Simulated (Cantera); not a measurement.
Charge: 1 mol FeS2, a varied amount of O2, 0.057 mol CO2, held at 998.15 K and 45000 Pa.

Equilibrium computed with Cantera from the NASA thermochemical tables; the gas is ideal and each condensed phase is pure. Candidate condensed phases: C, Fe, Fe(CO)5, FeO, FeS, FeSO4, FeS2, Fe2O3, Fe2(SO4)3, Fe3O4, S; 25 gas species. FeS: taken at fixed stoichiometry. Gases not in the tables: S3 to S7. The numbers say what is thermodynamically allowed, not how fast it happens.

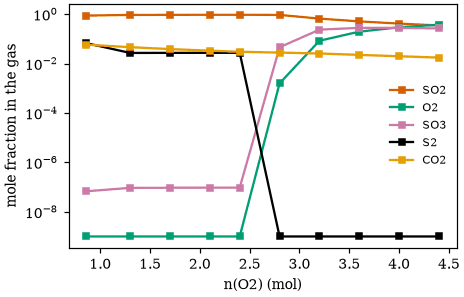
*Equilibrium gas composition (values under 1e-9 drawn at 1e-9)*

At 0.86 mol O2 the condensed part is FeS(s). From 1.3 mol O2 to 2.4 mol O2 the condensed part is FeS(s) + Fe3O4(s). From 2.8 mol O2 to 4.4 mol O2 the condensed part is Fe2O3(s).
